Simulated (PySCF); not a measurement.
**AlH2BrO2 (SMILES [OH][Al]([OH])[Br]): PBE0/def2-SVP**

Aim: the energy change on altering one bond length of AlH2BrO2 at PBE0/def2-SVP, from 2 runs. 

Program for the calculation: PySCF 2.14.0.

6 further runs of the same task are left out: 3 for a known fault of the program, 3 set aside as unsound or not needed.

### 1 The system as given

The species is AlH2BrO2 (6 atoms), meant as a singlet with charge 0. As SMILES, `[OH][Al]([OH])[Br]`. Geometry: relaxed at PBE0-D4/def2-TZVP. This is one conformer, not always the lowest.

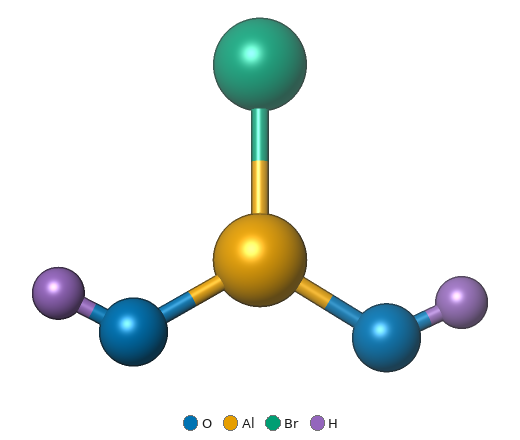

Viewed from a chosen angle; oxygen blue, aluminium amber, bromine teal, hydrogen purple.

### 2 A single-point energy at PBE0/def2-SVP

job.py

```python
from pyscf import gto, dft

mol = gto.M(
    atom='''
O   -0.080200   1.421100  -0.824900
Al  -0.029700  -0.053500  -0.021600
O    1.110100  -0.254800   1.196000
Br  -1.450800  -1.714400  -0.562000
H   -0.702100   1.604000  -1.526900
H    1.194600  -1.066400   1.693300
''',
    basis='def2-svp',
    verbose=3,
    max_memory=1860,
)

ks = dft.RKS(mol, xc='pbe0')
ks.conv_tol = 1e-10
ks.grids.level = 5
ks.kernel()
if not ks.converged:
    ks = ks.newton().run(ks.mo_coeff, ks.mo_occ)

e_final = ks.e_tot
print('E(%s) = %.9f' % ('PBE0', e_final))
```

Run with:

```
OMP_NUM_THREADS=1 python job.py
```

Log:

```text
converged SCF energy = -2967.33594886348
E(PBE0) = -2967.335948863
```

Run time: 15 s. Hardware: 1 thread of Arm Neoverse V2, shared host; peak memory 0.46 GiB.

### 3 The distorted shape, same level

input.py

```python
from pyscf import gto, dft

mol = gto.M(
    atom='''
O     -0.122452     1.826920    -1.073562
Al    -0.071952     0.352320    -0.270262
O      1.067848     0.151020     0.947338
Br    -1.493052    -1.308580    -0.810662
H     -0.744352     2.009820    -1.775562
H      1.194600    -1.066400     1.693300
''',
    verbose=4,
    basis='def2-svp',
    charge=0,
    max_memory=1860,
)

mf = dft.RKS(mol, xc='pbe0')
mf.conv_tol = 1e-10
mf.grids.level = 5
mf.kernel()
if not mf.converged:
    mf = mf.newton().run(mf.mo_coeff, mf.mo_occ)

energy = mf.e_tot
print('Final energy', energy)
```

Run with:

```
OMP_NUM_THREADS=1 python input.py
```

Log:

```text
PySCF version 2.14.0

[INPUT] num. atoms = 6
[INPUT] num. electrons = 66
[INPUT] charge = 0
[INPUT] spin (= nelec alpha-beta = 2S) = 0
[INPUT] symmetry False subgroup None
[INPUT] Mole.unit = angstrom
[INPUT] Symbol           X                Y                Z      unit          X                Y                Z       unit  Magmom
[INPUT]  1 O     -0.122452000000   1.826920000000  -1.073562000000 AA   -0.231400743405   3.452378451490  -2.028738157740 Bohr   0.0
[INPUT]  2 Al    -0.071952000000   0.352320000000  -0.270262000000 AA   -0.135969574115   0.665788308207  -0.510721161877 Bohr   0.0
[INPUT]  3 O      1.067848000000   0.151020000000   0.947338000000 AA    2.017940262665   0.285386439332   1.790209367393 Bohr   0.0
[INPUT]  4 Br    -1.493052000000  -1.308580000000  -0.810662000000 AA   -2.821459369734  -2.472857812083  -1.531929159592 Bohr   0.0
[INPUT]  5 H     -0.744352000000   2.009820000000  -1.775562000000 AA   -1.406621420272   3.798009359673  -3.355325897185 Bohr   0.0
[INPUT]  6 H      1.194600000000  -1.066400000000   1.693300000000 AA    2.257466828405  -2.015203939236   3.199873246726 Bohr   0.0

nuclear repulsion = 295.889770034123
number of shells = 38
number of NR pGTOs = 172
number of NR cGTOs = 88
basis = def2-svp
ecp = {}

******** <class 'pyscf.dft.rks.RKS'> ********
method = RKS
initial guess = minao
damping factor = 0
level_shift factor = 0
DIIS = <class 'pyscf.scf.diis.CDIIS'>
diis_start_cycle = 1
diis_space = 8
diis_damp = 0
SCF conv_tol = 1e-10
SCF conv_tol_grad = None
SCF max_cycles = 50
direct_scf = True
direct_scf_tol = 1e-13
XC library pyscf.dft.libxc version 7.0.0
    S. Lehtola, C. Steigemann, M. J.T. Oliveira, and M. A.L. Marques.,  SoftwareX 7, 1–5 (2018)
XC functionals = pbe0
radial grids:
    Treutler-Ahlrichs [JCP 102, 346 (1995); DOI:10.1063/1.469408] (M4) radial grids

becke partition: Becke, JCP 88, 2547 (1988); DOI:10.1063/1.454033
pruning grids: <function nwchem_prune>
grids dens level: 5
symmetrized grids: False
atomic radii adjust function: <function treutler_atomic_radii_adjust>
small_rho_cutoff = 0
Set gradient conv threshold to 1e-05
Initial guess from minao.
tot grids = 220824
init E= -2966.22413694452
  HOMO = -0.353245495726722  LUMO = -0.123167055023736  gap/eV = 6.26075
cycle= 1 E= -2966.97431429891  delta_E= -0.75  |g|= 1.12  |ddm|= 2.54
  HOMO = -0.0993559904718455  LUMO = 0.00290526516782252  gap/eV = 2.78267
cycle= 2 E= -2966.04141666502  delta_E= 0.933  |g|= 2.28  |ddm|= 2.48
  HOMO = -0.285013313803274  LUMO = -0.104703722357616  gap/eV = 4.90647
cycle= 3 E= -2967.2269987843  delta_E= -1.19  |g|= 0.272  |ddm|= 1.93
  HOMO = -0.306209416321004  LUMO = -0.0781193533254578  gap/eV = 6.20665
cycle= 4 E= -2967.23863190176  delta_E= -0.0116  |g|= 0.168  |ddm|= 0.316
  HOMO = -0.312598267323115  LUMO = -0.0766340034963218  gap/eV = 6.42091
cycle= 5 E= -2967.2439145031  delta_E= -0.00528  |g|= 0.023  |ddm|= 0.115
  HOMO = -0.308098320790546  LUMO = -0.0769581979971621  gap/eV = 6.28964
cycle= 6 E= -2967.24404035527  delta_E= -0.000126  |g|= 0.009  |ddm|= 0.0353
  HOMO = -0.30825611598503  LUMO = -0.0769667197983597  gap/eV = 6.29371
cycle= 7 E= -2967.24405225111  delta_E= -1.19e-05  |g|= 0.0017  |ddm|= 0.00624
  HOMO = -0.308343531235425  LUMO = -0.0770464324617439  gap/eV = 6.29391
cycle= 8 E= -2967.24405293167  delta_E= -6.81e-07  |g|= 0.000307  |ddm|= 0.00165
  HOMO = -0.308346416682101  LUMO = -0.0770527814142556  gap/eV = 6.29382
cycle= 9 E= -2967.24405296166  delta_E= -3e-08  |g|= 5.83e-05  |ddm|= 0.000449
  HOMO = -0.308348537962638  LUMO = -0.0770553811411032  gap/eV = 6.29381
cycle= 10 E= -2967.24405296282  delta_E= -1.17e-09  |g|= 5.23e-06  |ddm|= 8.23e-05
  HOMO = -0.308348669044666  LUMO = -0.0770533068600154  gap/eV = 6.29387
cycle= 11 E= -2967.24405296284  delta_E= -1.73e-11  |g|= 2.19e-06  |ddm|= 9.45e-06
  HOMO = -0.308348920355725  LUMO = -0.077053523007343  gap/eV = 6.29387
Extra cycle  E= -2967.24405296284  delta_E= 4.09e-12  |g|= 3e-06  |ddm|= 4.26e-06
converged SCF energy = -2967.24405296284
Final energy -2967.244052962838
```

Run time: 16 s. Hardware: 1 thread of Arm Neoverse V2, shared host; peak memory 0.46 GiB.

### 4 Results

Level: PBE0/def2-SVP.

```
                                                         quantity           value
                                        first shape: total energy  -2967.33595 Eh
                                       first shape: dipole moment          0.86 D
                                         first shape: HOMO energy        -8.51 eV
                                         first shape: LUMO energy        -0.57 eV
                                       first shape: HOMO–LUMO gap         7.94 eV
                                    distorted shape: total energy  -2967.24405 Eh
                                   distorted shape: dipole moment          1.08 D
                                     distorted shape: HOMO energy        -8.39 eV
                                     distorted shape: LUMO energy        -2.10 eV
                                   distorted shape: HOMO–LUMO gap         6.29 eV
energy change with the O3–H6 bond stretched from 0.956 to 1.433 Å        2.501 eV
```

With the O3–H6 bond stretched from 0.956 to 1.433 Å the energy rises by 2.50 eV (58 kcal/mol). The first shape isn't relaxed at this level, so the change isn't measured from a minimum. Mulliken charges (first shape) run from -0.46 on O1 to +0.85 on Al2; they depend strongly on the basis. Mulliken charges (distorted shape) run from -0.56 on O3 to +0.86 on Al2; they depend strongly on the basis.
